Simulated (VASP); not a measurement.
Band structure of CdTe (relaxed from the CsCl structure, space group Pm-3m). Method: r2SCAN meta-GGA, VASP's PBE PAW potentials (set 64) (plane waves; VASP).

Unless said otherwise, spin-orbit coupling is left out, though it shifts the bands of the heavy elements here.

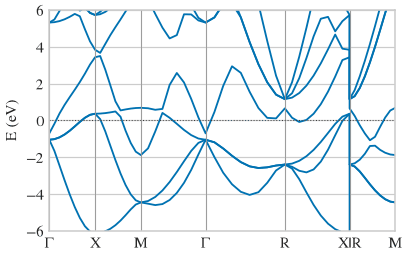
Figure. Bands along high-symmetry lines, zero at the valence-band maximum or, without a gap, the Fermi level

Q: Read the plot: is there a gap, and where are the band edges?

A: It has no gap at this level: it comes out as a metal or semimetal.

The structure was generated: CdTe was put into the CsCl type (Pm-3m), which need not be its known phase. It was relaxed first, which changed the volume by +16 %.
